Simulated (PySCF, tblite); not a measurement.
# C₄H₅F₃O₂: geometry, infrared bands and NMR shifts

Aim: predict the infrared bands and NMR shifts of C₄H₅F₃O₂ (`F[C@H]1OCCOC1(F)F`).

Computed with tblite 0.8.0 and PySCF 2.14.0, with density-fitted response routines of our own, on a single molecule in the gas phase. Atoms are numbered from 0 throughout.

## Step 1: Starting geometry

14 atoms, charge 0, multiplicity 1; geometry from: force field or distance geometry start.

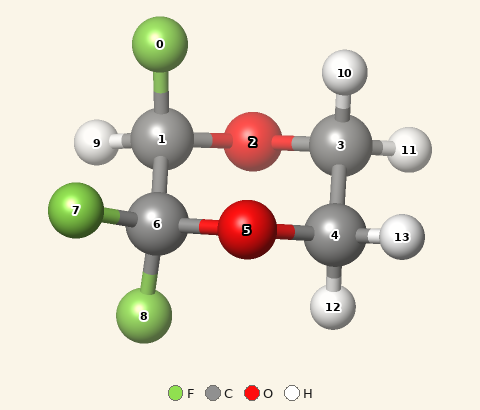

The starting geometry (fluorine green, carbon grey, oxygen red, hydrogen white), atoms numbered.

## Step 2: Optimising the geometry with GFN2-xTB

What the job is given:

```
{"job": {"kind": "relax", "xc": "GFN2-xTB", "basis": "xTB"}, "charge": 0, "multiplicity": 1}
F      1.130300    -1.149300     1.455200
C      1.225700    -0.618300     0.192800
O      0.262600    -1.308300    -0.600400
C     -1.067500    -0.912400    -0.206100
C     -1.245400     0.595400    -0.292200
O     -0.329100     1.283400     0.551500
C      1.014400     0.909200     0.223200
F      1.848200     1.506200     1.124000
F      1.308900     1.443900    -0.984900
H      2.222100    -0.868000    -0.173200
H     -1.238500    -1.268200     0.826700
H     -1.783800    -1.431900    -0.851100
H     -1.095700     0.940300    -1.319700
H     -2.252700     0.877600     0.002200
```

Launch:

```console
OMP_NUM_THREADS=1 python probes_run.py task.json out
```

The driver reads the jobs from task.json and runs them one after another.

**Question.** This job is followed by: GFN2-xTB harmonic vibrations, gas phase; GIAO PBE0/pcSseg-1 NMR shielding, non-relativistic, gas phase. What will the session give for the following? strongest single infrared mode (GFN2-xTB); zero-point energy (GFN2-xTB); ¹³C shifts against TMS (PBE0/pcSseg-1); ¹H shifts against TMS (PBE0/pcSseg-1); ¹⁹F shifts against CFCl3 (PBE0/pcSseg-1); ¹⁷O shifts against H2O (PBE0/pcSseg-1).

As calculated:

| quantity | value |
| --- | --- |
| strongest single infrared mode (GFN2-xTB) | 976 cm⁻¹, 293 km/mol |
| zero-point energy (GFN2-xTB) | 58.9 kcal/mol |
| ¹³C shifts against TMS (PBE0/pcSseg-1) | 124.0, 106.0, 68.7, 61.8 ppm |
| ¹H shifts against TMS (PBE0/pcSseg-1) | 5.54, 4.75, 4.66, 4.04, 3.61 ppm |
| ¹⁹F shifts against CFCl3 (PBE0/pcSseg-1) | -99.4, -105.1, -176.3 ppm |
| ¹⁷O shifts against H2O (PBE0/pcSseg-1) | 96.1, 83.1 ppm |

**Reading.** The optimisation took 34 steps and gained 0.236 eV; among the close pairs (by a distance rule), O5–C6 changed most, from 1.433 to 1.352 Å. No mode is imaginary among the 36: a minimum at this level. The strongest single mode, at 976 cm⁻¹, moves mainly C6. GFN2-xTB is a fitted tight-binding method: band positions and strengths are rough. Its intensities can rank the bands wrongly. The most deshielded hydrogen is H9 (hydrogen on an sp3 CH bonded to F and O), at 5.54 ppm: its carbon carries F and O, an electronegative neighbour.
